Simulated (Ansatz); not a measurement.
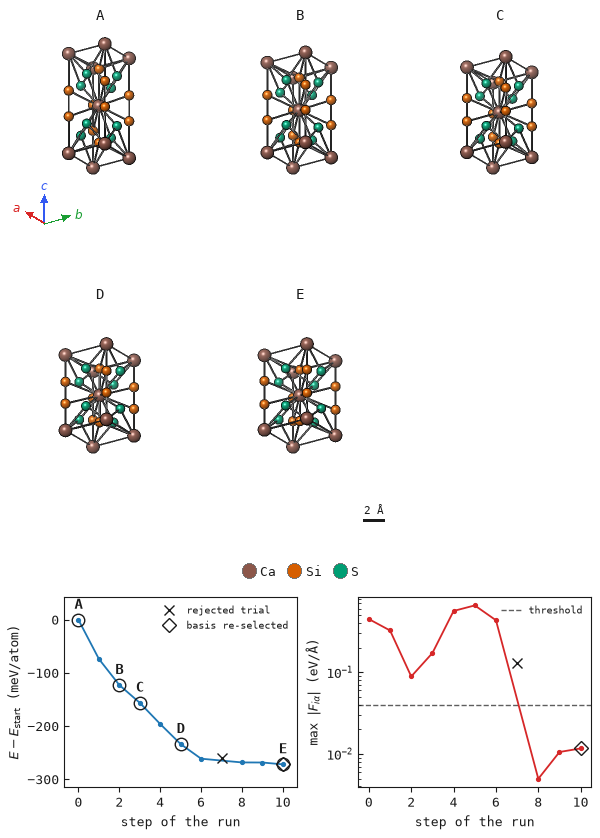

Frames of a relaxation of a crystal of CaSi2S2 (a generated structure, set up in I4/mmm) (coarse preliminary run), marked on the history of the run. The picture is a ball-and-stick view of the conventional cell (2 times the calculation's cell), seen from a free direction. Lengths and directions refer to the drawn axes.

Level of theory: DFT PBE, scalar-relativistic, plane waves, PAW (Ansatz 0.2.0).

The input:
```yaml
crystal:
  lattice:
    - [-2.14954135, 2.14954135, 5.37055766]
    - [2.14954135, -2.14954135, 5.37055766]
    - [2.14954135, 2.14954135, -5.37055766]
  atoms:
    - { symbol: Ca, position: [0.0, 0.0, 0.0] }
    - { symbol: Si, position: [0.62977701, 0.62977701, 0.0] }
    - { symbol: Si, position: [0.37022299, 0.37022299, 0.0] }
    - { symbol: S, position: [0.75, 0.25, 0.5] }
    - { symbol: S, position: [0.25, 0.75, 0.5] }
basis:
  ecutwfc: 420
kpoints:
  mp_grid: { grid: [6, 6, 6] }
hamiltonian:
  xc: pbe
scf:
  occupations: { method: gaussian, width: 0.1 }
  lower_state_search: "off"
output:
  forces: true
  stress: true
  eigenvalues: true
relax:
  adjacent_minimum: "off"
  f_tol: 0.04
  max_steps: 70
  cell: { stress_tol: 0.4 }
```

Launched with:
```bash
ansatz run input.yaml --threads 1 --pin off --max-ram 2560MiB --backend cpu --events-out ev --progress --plain --runs-dir out
```

What happens along the run?

After 8 accepted moves (10 points after the start) the energy has fallen by 272 meV per atom. Largest force component: 0.45 eV/Å at the start, 0.012 eV/Å at the end. Pressure: 1.09 GPa at the start and 0.19 GPa at the end. The line search rejected the trial step at point 7 of the run. At 1 point the geometry stayed and the basis and grid were re-selected for the new cell (energy shift of 3.5 meV per atom at most each time). The largest moves relative to the cell, 0.22 Å, are those of Si2 and Si3. Si2 goes along +c. Ca and S stay in place. The drawn cell changes as follows: a = b 4.299 → 5.058 Å (+17.7 %), c 10.741 → 8.015 Å (−25.4 %); the volume changes by +3.3 %. Near-neighbour distances that change, for instance: Ca1–Si2 3.977 → 2.752 Å, Ca1–Si2 (another image) 3.344 → 3.791 Å, Si2–Si3 2.788 → 2.511 Å, Ca1–S4 3.440 → 3.227 Å. Among the angles between lasting bonds that change: Ca1–S5–Ca1 77.4° → 103.2°, Ca1–S5–Ca1 127.6° → 112.7°. The space group stays I4/mmm (No. 139). The run took 86 s on 1 thread of Arm Neoverse N1 (shared host), peak memory 0.38 GiB. From step 0 to 2: Si atoms move most (0.10 Å), volume +0.8 %, energy −123 meV per atom. From step 2 to 3: Si atoms move most (0.03 Å), volume −2.4 %, energy −33.4 meV per atom. From step 3 to 5: Si atoms move most (0.07 Å), volume −0.9 %, energy −77.6 meV per atom. From step 5 to 10: Si atoms move most (0.10 Å), volume +5.9 %, energy −38.1 meV per atom.
